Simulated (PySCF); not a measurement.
# C4H9ClOSi2: what the fields show

Input

```
{"job": {"kind": "nmr", "xc": "PBE0", "basis": "pcSseg-1"}, "charge": 0, "multiplicity": 1}
C      2.729757    -0.513215    -0.573609
C      1.262201    -0.746560    -0.704934
C      0.333103     0.096371    -0.279601
Si     0.299683     1.794863     0.573287
O     -1.361078     1.669591     0.486492
Si    -1.563296     0.195985    -0.260862
C     -2.580549    -0.987465     0.803069
Cl    -2.437454     0.485392    -2.049294
H      3.190019    -1.323342    -0.008067
H      3.195070    -0.494721    -1.559061
H      2.921807     0.431428    -0.070316
H      0.985996    -1.678948    -1.187405
H      0.719441     2.942312    -0.215305
H      0.677069     1.823292     1.978500
H     -2.090876    -1.184966     1.750400
H     -2.729207    -1.933691     0.294402
H     -3.558684    -0.564294     1.012394
```

Command:

```sh
OMP_NUM_THREADS=1 python probes_run.py task.json out
```

Geometry: GFN2-xTB.

All numbers below come from PBE0/pcSseg-1, SCF density, gas phase, non-relativistic in PySCF 2.14.0.

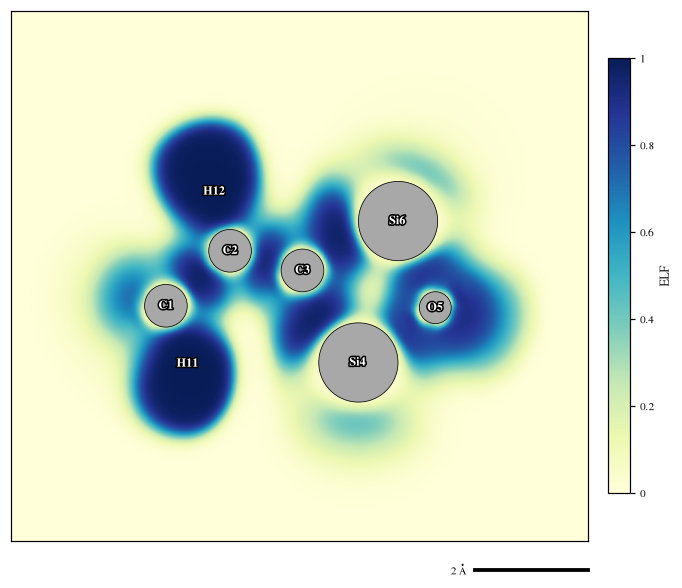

Figure 1. ELF on the plane of atoms Si4, C3 and Si6. Grey discs cover the atomic cores.

Interpret the plot.

Answer.
- The plane passes through C, Si, O and H nuclei.
- C–C (1.32 Å): the ELF peaks at about 0.90 between the atoms; a multiple bond.
- Si–O (1.66 Å): the ELF peaks at about 0.85 between the atoms, as expected for a shared but strongly polarised pair.
- C–Si (1.90 Å): the ELF peaks at about 0.95 between the atoms: a shared electron pair.
- C–H (1.09 Å): the ELF climbs to about 1 towards the hydrogen, as it does in any bond to H (an ordinary covalent bond to hydrogen).
- C–C (1.49 Å): the ELF peaks at about 0.95 between the atoms (a shared electron pair).
- The ELF also peaks beside O5, away from the bonds: lone-pair regions.

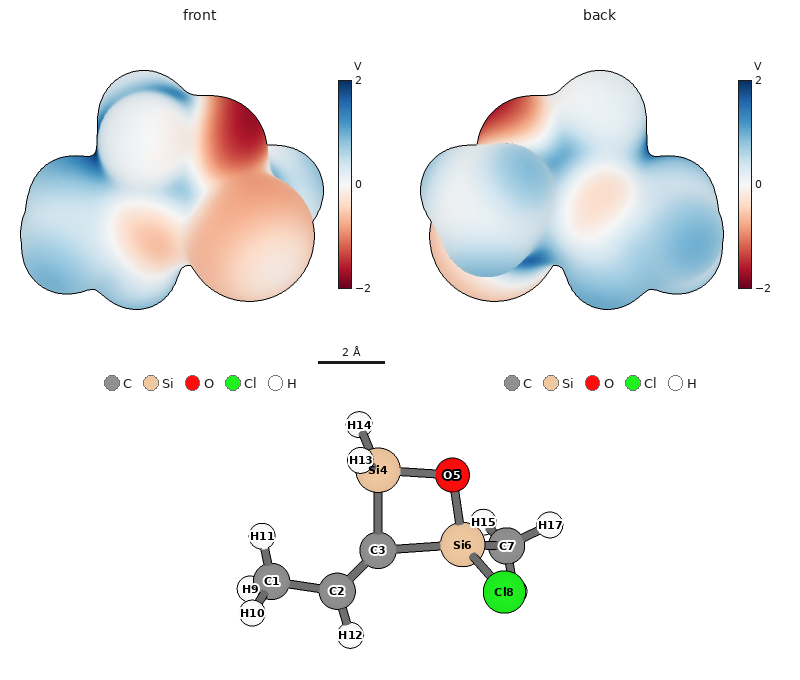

Figure 2. The molecular electrostatic potential painted on the density surface at 0.002 e/bohr³, seen from the front and from behind; the colour scale runs from red (negative) to blue (positive). The bare structure is drawn below in the same view.

Where is the surface potential most negative and most positive?

Answer. The most negative region (about −1.7 V) lies over O5, the most positive (about +1.8 V) over Si4. O5 is the likeliest acceptor of a hydrogen bond.

What dipole moment does the calculation give?

Answer. Its dipole moment is 3.27 D.
